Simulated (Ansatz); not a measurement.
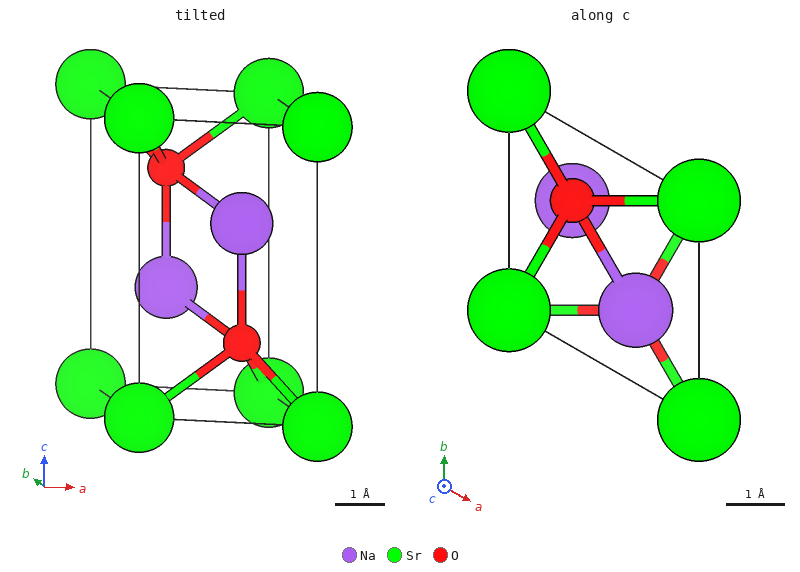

This ball-and-stick model is shown slightly off an axis and along the c axis. One conventional unit cell is framed, with atoms on its boundary repeated.

Na₂SrO₂, CaAl₂Si₂ type, space group P-3m1 (No. 164), a = 3.789 Å, b = 3.789 Å, c = 6.271 Å, α = 90.00°, β = 90.00°, γ = 120.00°. The model was built from a structure type filled with these elements by a generator (whether the compound takes this form wasn't checked). Earlier steps of the study may have refined or changed the cell and positions. It was the input of a calculation with Ansatz.

This one geometry was computed with Ansatz (DFT, plane waves, PAW) at three levels of theory: HSE06, PBE and r2SCAN.

### Which level gives the highest pressure at this volume, and what does that say about its equilibrium volume?

Highest: PBE (0.0 GPa), which points to the largest equilibrium volume. Lowest, with the smallest volume: HSE06 (-2.1 GPa) and r2SCAN (-2.2 GPa). Levels within 0.5 GPa of each other can't be told apart.

### How does the band gap change with the level of theory?

PBE: a gap of 2.63 eV, direct; r2SCAN: a gap of 3.19 eV, direct; HSE06: a gap of 4.05 eV, direct.

### Collect the results in a table.

| level | cutoff (eV) | k-mesh of the run's cell | gap (eV) | pressure (GPa) |
| --- | --- | --- | --- | --- |
| HSE06 | 420 | 6×6×4 | 4.05 | -2.1 |
| PBE | 420 | 6×6×4 | 2.63 | 0.0 |
| r2SCAN | 500 | 6×6×4 | 3.19 | -2.2 |

Gaps are taken on the k-mesh or band path of each run.
